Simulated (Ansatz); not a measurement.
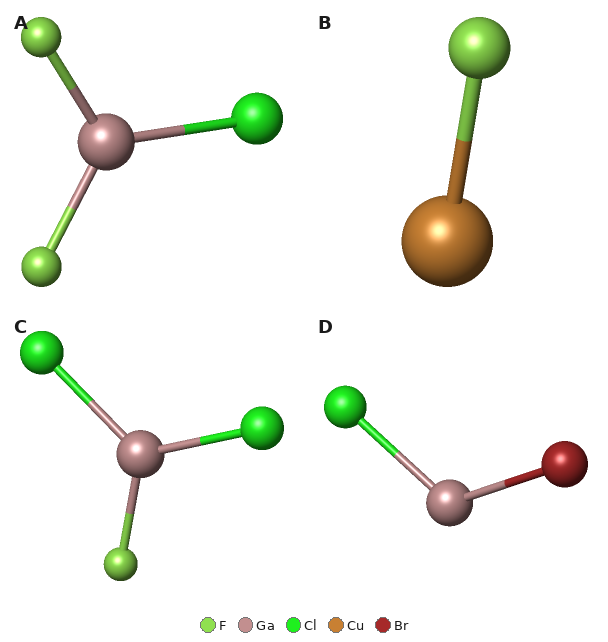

(Drawn from a calculation with Ansatz.)

Match each picture to its SMILES.
(1) [F][Cu]
(2) [F][Ga]([Cl])[Cl]
(3) [Cl][Ga][Br]
(4) [F][Ga]([F])[Cl]

A is (4), B is (1), C is (2), D is (3).
